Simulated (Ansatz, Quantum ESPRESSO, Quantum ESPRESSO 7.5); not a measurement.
**Ballistic transmission: Al chain with one bond drawn out by 0.6 Å**

How well does the junction conduct in the ballistic limit? It is: Al chain with one bond drawn out by 0.6 Å.

Program: Quantum ESPRESSO 7.5. Level of theory: plane-wave DFT, PBE, GBRV ultrasoft pseudopotentials (cross-check by Ansatz 0.2.0 with PAW datasets). Results are calculated unless marked as measured.

## Step 1: The starting structure

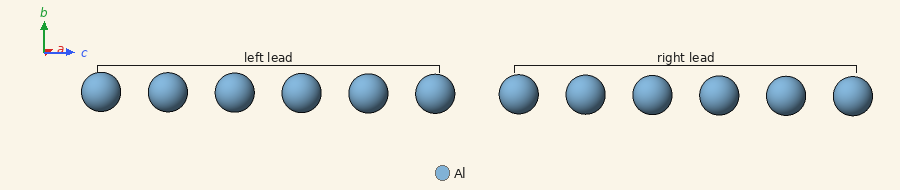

Start, viewed from the side, with the c axis across the page; aluminium light blue.

The cell holds 12 atoms: 12 Al. Its edges and angles: a = 7.500 Å, b = 7.500 Å, c = 29.400 Å, α = 90.0°, β = 90.0°, γ = 90.0°. Regions: left lead, 6 atoms (6 Al); right lead, 6 atoms (6 Al). Vacuum lies along a and b. The structure is stacked along c, and the current runs across the ab planes.

## Step 2: Self-consistent run

One periodic cell holds a stretch of lead, the junction and more lead; the atoms stay as built.

Input file scf.in:

```
&control
  prefix = 'scf'
  outdir = './out'
  pseudo_dir = './pseudo'
  calculation = 'scf'
  tprnfor = .true.
/
&system
  ibrav = 0
  nat = 12
  ntyp = 1
  ecutwfc = 34
  ecutrho = 170
  occupations = 'smearing'
  smearing = 'mv'
  degauss = 0.01
/
&electrons
  conv_thr = 1e-07
  mixing_beta = 0.25
  electron_maxstep = 120
  mixing_mode = 'local-TF'
/
ATOMIC_SPECIES
  Al  26.9815  al_pbe_v1.uspp.F.UPF
CELL_PARAMETERS angstrom
  7.50000000000000 0.00000000000000 0.00000000000000
  0.00000000000000 7.50000000000000 0.00000000000000
  0.00000000000000 0.00000000000000 29.40000000000000
ATOMIC_POSITIONS crystal
  Al  0.500000000000 0.500000000000 0.000000000000
  Al  0.500000000000 0.500000000000 0.081632653061
  Al  0.500000000000 0.500000000000 0.163265306122
  Al  0.500000000000 0.500000000000 0.244897959184
  Al  0.500000000000 0.500000000000 0.326530612245
  Al  0.500000000000 0.500000000000 0.408163265306
  Al  0.500000000000 0.500000000000 0.510204081633
  Al  0.500000000000 0.500000000000 0.591836734694
  Al  0.500000000000 0.500000000000 0.673469387755
  Al  0.500000000000 0.500000000000 0.755102040816
  Al  0.500000000000 0.500000000000 0.836734693878
  Al  0.500000000000 0.500000000000 0.918367346939
K_POINTS automatic
  1 1 3 0 0 0
```

On the command line:

```bash
> OMP_NUM_THREADS=1 mpirun -n 2 pw.x -nk 1 -in scf.in > scf.out
```

Output:

```text
Program PWSCF v.7.5 starts
[citation notice left out]

     Parallel version (MPI & OpenMP), running on       2 processor cores
     Number of MPI processes:                 2
     Threads/MPI process:                     1

     MPI processes distributed on     1 nodes
[...]
Current dimensions of program PWSCF are:
     Max number of different atomic species (ntypx) = 10
     Max number of k-points (npk) =  40000
     Max angular momentum in pseudopotentials (lmaxx) =  4
     Message from routine setup:
     using ibrav=0 with symmetry is DISCOURAGED, use correct ibrav instead

     R & G space division:  proc/nbgrp/npool/nimage =       2
     Subspace diagonalization in iterative solution of the eigenvalue problem:
     a serial algorithm will be used

     Parallelization info
     --------------------
     sticks:   dense  smooth     PW     G-vecs:    dense   smooth      PW
     Min        1354    1088    276               208886   149488   19058
     Max        1355    1089    277               208909   149495   19069
     Sum        2709    2177    553               417795   298983   38127

     Using Slab Decomposition

     bravais-lattice index     =            0
     lattice parameter (alat)  =      14.1729  a.u.
     unit-cell volume          =   11160.0582 (a.u.)^3
     number of atoms/cell      =           12
     number of atomic types    =            1
     number of electrons       =        36.00
     number of Kohn-Sham states=           22
     kinetic-energy cutoff     =      34.0000  Ry
     charge density cutoff     =     170.0000  Ry
     scf convergence threshold =      1.0E-07
     mixing beta               =       0.2500
     number of iterations used =            8  local-TF  mixing
     Exchange-correlation= SLA  PW   PBE  PBE
                           (   1   4   3   4   0   0   0)

     celldm(1)=  14.172946  celldm(2)=   0.000000  celldm(3)=   0.000000
     celldm(4)=   0.000000  celldm(5)=   0.000000  celldm(6)=   0.000000

     crystal axes: (cart. coord. in units of alat)
               a(1) = (   1.000000   0.000000   0.000000 )
               a(2) = (   0.000000   1.000000   0.000000 )
               a(3) = (   0.000000   0.000000   3.920000 )

     reciprocal axes: (cart. coord. in units 2 pi/alat)
               b(1) = (  1.000000  0.000000  0.000000 )
               b(2) = (  0.000000  1.000000  0.000000 )
               b(3) = (  0.000000  0.000000  0.255102 )

     PseudoPot. # 1 for Al read from file:
     ./pseudo/al_pbe_v1.uspp.F.UPF
     Pseudo is Ultrasoft + core correction, Zval =  3.0
     Generated by new atomic code, or converted to UPF format
     Using radial grid of  893 points,  3 beta functions with:
                l(1) =   0
                l(2) =   1
                l(3) =   2
     Q(r) pseudized with  8 coefficients,  rinner =    0.900   0.900   0.900
                                                       0.900   0.900

     atomic species   valence    mass     pseudopotential
     Al                3.00    26.98150     Al( 1.00)

      8 Sym. Ops. (no inversion) found

   Cartesian axes

     site n.     atom                  positions (alat units)
         1        Al     tau(   1) = (   0.5000000   0.5000000   0.0000000  )
         2        Al     tau(   2) = (   0.5000000   0.5000000   0.3200000  )
         3        Al     tau(   3) = (   0.5000000   0.5000000   0.6400000  )
         4        Al     tau(   4) = (   0.5000000   0.5000000   0.9600000  )
         5        Al     tau(   5) = (   0.5000000   0.5000000   1.2800000  )
         6        Al     tau(   6) = (   0.5000000   0.5000000   1.6000000  )
         7        Al     tau(   7) = (   0.5000000   0.5000000   2.0000000  )
         8        Al     tau(   8) = (   0.5000000   0.5000000   2.3200000  )
         9        Al     tau(   9) = (   0.5000000   0.5000000   2.6400000  )
        10        Al     tau(  10) = (   0.5000000   0.5000000   2.9600000  )
        11        Al     tau(  11) = (   0.5000000   0.5000000   3.2800000  )
        12        Al     tau(  12) = (   0.5000000   0.5000000   3.6000000  )

     number of k points=     2  Marzari-Vanderbilt smearing, width (Ry)=  0.0100
                       cart. coord. in units 2pi/alat
        k(    1) = (   0.0000000   0.0000000   0.0000000), wk =   0.6666667
        k(    2) = (   0.0000000   0.0000000   0.0850340), wk =   1.3333333

     Dense  grid:   417795 G-vectors     FFT dimensions: (  60,  60, 240)

     Smooth grid:   298983 G-vectors     FFT dimensions: (  54,  54, 216)

     Estimated max dynamical RAM per process >     467.22 MB

     Estimated total dynamical RAM >     934.44 MB

     Initial potential from superposition of free atoms

     starting charge      35.9704, renormalised to      36.0000

     negative rho (up, down):  8.902E-07 0.000E+00
     Starting wfcs are   48 randomized atomic wfcs

     total cpu time spent up to now is        1.7 secs

     per-process dynamical memory:   132.6 Mb

     Self-consistent Calculation

     iteration #  1     ecut=    34.00 Ry     beta= 0.25
     Davidson diagonalization with overlap
     ethr =  1.00E-02,  avg # of iterations =  2.0

     total cpu time spent up to now is        4.8 secs

     total energy              =     -78.81565555 Ry
     estimated scf accuracy    <       0.79479820 Ry

     iteration #  2     ecut=    34.00 Ry     beta= 0.25
[...]
total energy              =     -78.74660271 Ry
     estimated scf accuracy    <       0.50008778 Ry

     iteration #  3     ecut=    34.00 Ry     beta= 0.25
[...]
negative rho (up, down):  4.484E-05 0.000E+00

[...]
total energy              =     -78.73842625 Ry
     estimated scf accuracy    <       0.10482335 Ry

     iteration #  4     ecut=    34.00 Ry     beta= 0.25
[...]
negative rho (up, down):  2.296E-04 0.000E+00

[...]
total energy              =     -78.75531841 Ry
     estimated scf accuracy    <       0.10365244 Ry

     iteration #  5     ecut=    34.00 Ry     beta= 0.25
[...]
negative rho (up, down):  8.968E-04 0.000E+00

[...]
total energy              =     -78.73602101 Ry
     estimated scf accuracy    <       0.14300411 Ry

     iteration #  6     ecut=    34.00 Ry     beta= 0.25
[...]
negative rho (up, down):  5.391E-04 0.000E+00

[...]
total energy              =     -78.73755378 Ry
     estimated scf accuracy    <       0.04321951 Ry

     iteration #  7     ecut=    34.00 Ry     beta= 0.25
[...]
negative rho (up, down):  5.205E-04 0.000E+00

[...]
total energy              =     -78.73784593 Ry
     estimated scf accuracy    <       0.01090638 Ry

     iteration #  8     ecut=    34.00 Ry     beta= 0.25
[...]
total energy              =     -78.73876026 Ry
     estimated scf accuracy    <       0.00546124 Ry

     iteration #  9     ecut=    34.00 Ry     beta= 0.25
[...]
total energy              =     -78.73842689 Ry
     estimated scf accuracy    <       0.00275379 Ry

     iteration # 10     ecut=    34.00 Ry     beta= 0.25
[...]
total energy              =     -78.73822209 Ry
     estimated scf accuracy    <       0.01887564 Ry

     iteration # 11     ecut=    34.00 Ry     beta= 0.25
[...]
negative rho (up, down):  1.645E-05 0.000E+00

[...]
total energy              =     -78.73806503 Ry
     estimated scf accuracy    <       0.00322026 Ry

     iteration # 12     ecut=    34.00 Ry     beta= 0.25
[...]
negative rho (up, down):  5.036E-08 0.000E+00

[...]
total energy              =     -78.73850866 Ry
     estimated scf accuracy    <       0.00220073 Ry

     iteration # 13     ecut=    34.00 Ry     beta= 0.25
[...]
negative rho (up, down):  4.184E-08 0.000E+00

[...]
total energy              =     -78.73858286 Ry
     estimated scf accuracy    <       0.00023447 Ry

     iteration # 14     ecut=    34.00 Ry     beta= 0.25
[...]
negative rho (up, down):  2.197E-07 0.000E+00

[...]
total energy              =     -78.73859022 Ry
     estimated scf accuracy    <       0.00012903 Ry

[...]
iteration # 18     ecut=    34.00 Ry     beta= 0.25
[...]
negative rho (up, down):  1.213E-05 0.000E+00

[...]
total energy              =     -78.73861528 Ry
     estimated scf accuracy    <       0.00000672 Ry

     iteration # 19     ecut=    34.00 Ry     beta= 0.25
[...]
negative rho (up, down):  9.490E-06 0.000E+00

[...]
total energy              =     -78.73861484 Ry
     estimated scf accuracy    <       0.00000700 Ry

     iteration # 20     ecut=    34.00 Ry     beta= 0.25
[...]
negative rho (up, down):  8.884E-06 0.000E+00

[...]
total energy              =     -78.73861465 Ry
     estimated scf accuracy    <       0.00000345 Ry

     iteration # 21     ecut=    34.00 Ry     beta= 0.25
[...]
negative rho (up, down):  7.239E-06 0.000E+00

[...]
total energy              =     -78.73861443 Ry
     estimated scf accuracy    <       0.00000114 Ry

     iteration # 22     ecut=    34.00 Ry     beta= 0.25
[...]
negative rho (up, down):  8.610E-06 0.000E+00

[...]
total energy              =     -78.73861477 Ry
     estimated scf accuracy    <       0.00000084 Ry

     iteration # 23     ecut=    34.00 Ry     beta= 0.25
[...]
negative rho (up, down):  8.806E-06 0.000E+00

[...]
total energy              =     -78.73861478 Ry
     estimated scf accuracy    <       0.00000047 Ry

     iteration # 24     ecut=    34.00 Ry     beta= 0.25
[...]
negative rho (up, down):  8.298E-06 0.000E+00

[...]
total energy              =     -78.73861473 Ry
     estimated scf accuracy    <       0.00000037 Ry

     iteration # 25     ecut=    34.00 Ry     beta= 0.25
[...]
negative rho (up, down):  7.913E-06 0.000E+00

[...]
End of self-consistent calculation

          k = 0.0000 0.0000 0.0000 ( 37359 PWs)   bands (ev):

    -8.9450  -8.8095  -8.7036  -8.3375  -8.1678  -7.5274  -7.2767  -6.3717
    -6.1266  -4.9607  -4.7929  -3.8371  -2.9066  -2.9066  -2.7645  -2.7645
    -2.7083  -2.7083  -2.3087  -2.3087  -2.1920  -2.1920

          k = 0.0000 0.0000 0.0850 ( 37415 PWs)   bands (ev):

    -8.9357  -8.8483  -8.6314  -8.4506  -8.0317  -7.6991  -7.0723  -6.6376
    -5.8215  -5.3355  -4.4136  -4.0126  -2.8930  -2.8930  -2.8239  -2.8239
    -2.6125  -2.6125  -2.4487  -2.4487  -2.0261  -2.0260

     the Fermi energy is    -2.5390 ev

!    total energy              =     -78.73861474 Ry
     estimated scf accuracy    <       0.00000007 Ry
     smearing contrib. (-TS)   =       0.00310884 Ry
     internal energy E=F+TS    =     -78.74172358 Ry

     The total energy is F=E-TS. E is the sum of the following terms:
     one-electron contribution =     -40.08775575 Ry
     hartree contribution      =      24.24928868 Ry
     xc contribution           =     -48.88285142 Ry
     ewald contribution        =     -14.02040509 Ry

     convergence has been achieved in  25 iterations

     negative rho (up, down):  7.913E-06 0.000E+00

     Forces acting on atoms (cartesian axes, Ry/au):

     atom    1 type  1   force =     0.00000000    0.00000000   -0.00086919
     atom    2 type  1   force =     0.00000000    0.00000000   -0.00132271
     atom    3 type  1   force =     0.00000000    0.00000000    0.00161163
     atom    4 type  1   force =     0.00000000    0.00000000    0.00582676
     atom    5 type  1   force =     0.00000000    0.00000000   -0.00825469
     atom    6 type  1   force =     0.00000000    0.00000000    0.07010030
     atom    7 type  1   force =     0.00000000    0.00000000   -0.07002612
     atom    8 type  1   force =     0.00000000    0.00000000    0.00825184
     atom    9 type  1   force =     0.00000000    0.00000000   -0.00585552
     atom   10 type  1   force =     0.00000000    0.00000000   -0.00162325
     atom   11 type  1   force =     0.00000000    0.00000000    0.00130562
     atom   12 type  1   force =     0.00000000    0.00000000    0.00085532

     Total force =     0.100162     Total SCF correction =     0.000193

[...]
=------------------------------------------------------------------------------=
   JOB DONE.
=------------------------------------------------------------------------------=
```

The job ended after 68 s (2 MPI ranks of Arm Neoverse V2, shared host; peak memory 0.95 GiB).

Read from the output:

| Quantity | Value |
| --- | --- |
| free energy | -1071.2934 eV |
| Fermi energy | -2.539 eV |

The program's own clock; routines nest. Time by routine:

```
   routine  wall time (s)  calls
     PWSCF          67.52      1
 electrons          64.92      1
   c_bands          26.58     25
   cegterg          25.63     50
     h_psi          21.69    163
      fftw          20.24   6298
  vloc_psi          17.84    163
   mix_rho           17.3     25
  sum_band          11.37     25
      ffts          10.68   2329
      newd           6.31     26
  v_of_rho           3.43     26
    calbec           2.76    221
add_vuspsi           1.92    163
```

The run needed 25 iterations to bring the estimated error under 1e-07 Ry; the largest force on any atom, held or free, is 1.80 eV/Å.

(Part 1 of 4 ends here.)

[Logs are printed without paths, hosts, clocks, repeated set-up lines and the standing remarks that a program may print on its own settings, such as how far it seeks lower states.]

[Hosts, paths, dates, database ids (printed as entryN), source tags and the programs' standing remarks are cut or masked in the printed files.]

[Maps of the electrostatic potential energy from Ansatz leave out the sawtooth potential of an applied field or a dipole correction, so their vacuum need not be flat; planar profiles and work functions include it.]
